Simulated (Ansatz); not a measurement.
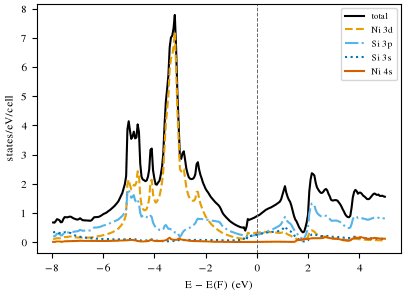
Fig. 1. Total and projected density of states of Si2Ni (fluorite or antifluorite type, space group No. 225), PBE in the plane-wave PAW code Ansatz

Question: Which orbitals carry the states next to the Fermi level?

Answer: Within 0.5 eV of the Fermi level: Ni 3d 34 %, Si 3p 31 %, Si 3s 28 %, outside the projected shells 6 %. Projections are on Löwdin-orthogonalised atomic valence shells; empty p or d shells of many metals are not among them.

Question: Where is the tallest occupied peak in this window, and what makes it?

Answer: Near -3.2 eV, about 7.8 states/eV per cell; the largest projected share is Ni 3d.

Space group Fm-3m (fluorite or antifluorite type). Symmetry was held in the PBE relaxation. The workflow began spin-polarised and lost its moments.

Potentials: the later of the program's two PAW sets.
